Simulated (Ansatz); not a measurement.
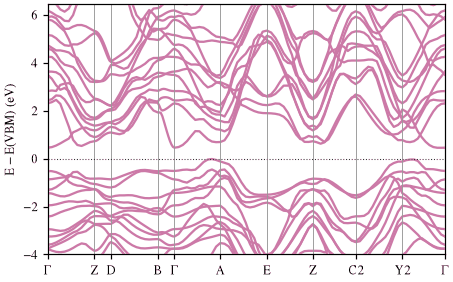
Band structure from the program Ansatz at the LDA level (PAW)

The gap is 0.45 eV; an edge lies off the plotted path or next to a special point (maximum off the standard path, minimum on the Y2–Γ line, 86 % of the way from Y2).

The material is Ge₃PbSe₄ in space group Pm (No. 6; Pearson symbol mP8).

The workflow started from a Materials Project entry (that database holds measured and hypothetical structures alike); the Crystallography Open Database copy checked does not list it. Whether it is the stable phase at ambient conditions was not checked. Symmetry was held in the LDA relaxation; of distortions, only those at the zone centre were tested. A crystal of weakly bound layers computed without a dispersion correction: the cell and the soft elastic constants depend strongly on that. Spin–orbit coupling is left out wherever it is not named.

Potentials: the later of the program's two PAW sets.
